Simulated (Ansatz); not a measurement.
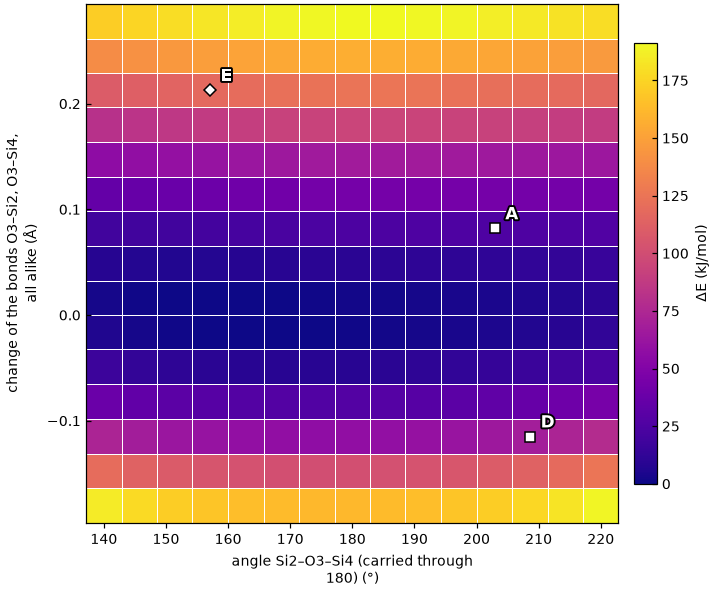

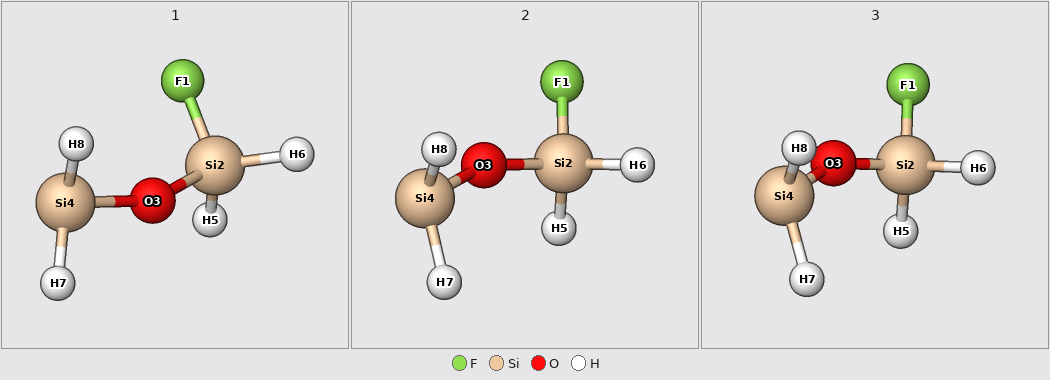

FH4OSi2, SMILES F[SiH2]O[SiH2], spin multiplicity 2. Coordinates scanned: (1) angle Si2–O3–Si4 (carried through 180); (2) change of the bonds O3–Si2, O3–Si4, all alike. Nothing is relaxed (all other coordinates rigid). The scan uses a 15 × 15 grid. Points are written as (first, second). Energies: kJ/mol, counted from the lowest grid point. Method: UHF/def2-SVP in Ansatz 0.2.0.

The picture shows one coloured cell a grid point, lettered points. The numbered pictures are the structures at these points, in random order.

> Which structure belongs to which point?

A is structure 2: (202.9°, 0.082 Å), 25 kJ/mol; D is structure 3: (208.6°, −0.115 Å), 68 kJ/mol; E is structure 1: (157.1°, 0.213 Å), 117 kJ/mol.
